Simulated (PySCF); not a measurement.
Molecule: Al(H)2(OH), SMILES [AlH2][OH] (H3AlO). Atoms near the plane z = 0.8 Å, at the PBE0/def2-SVP optimised geometry (x, y, z in Å): Al1 (-0.2, -0.5, 0.0), H2 (1.4, -0.5, 0.0), H3 (-1.0, -1.8, 0.0), O4 (-1.0, 1.0, 0.0), H5 (-1.4, 1.8, 0.0).

Method: PBE0/def2-TZVP run with PySCF. The values are rescaled to run from 0 to 1.

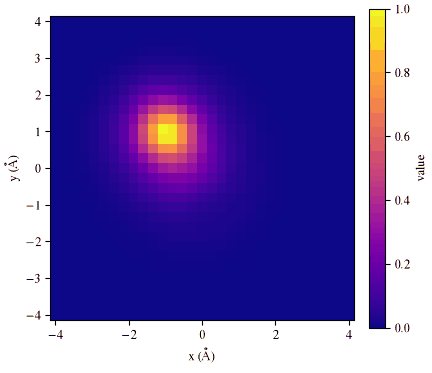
Figure: a field on the plane z = 0.8 Å.

### Question
Which quantity is mapped?
(A) Laplacian of the electron density
(B) log10 of the electron density
(C) an orbital amplitude
(D) deformation density (molecule minus spherical neutral atoms)

### Answer
C, an orbital amplitude. In full: HOMO−1 amplitude (bohr^(-3/2)).
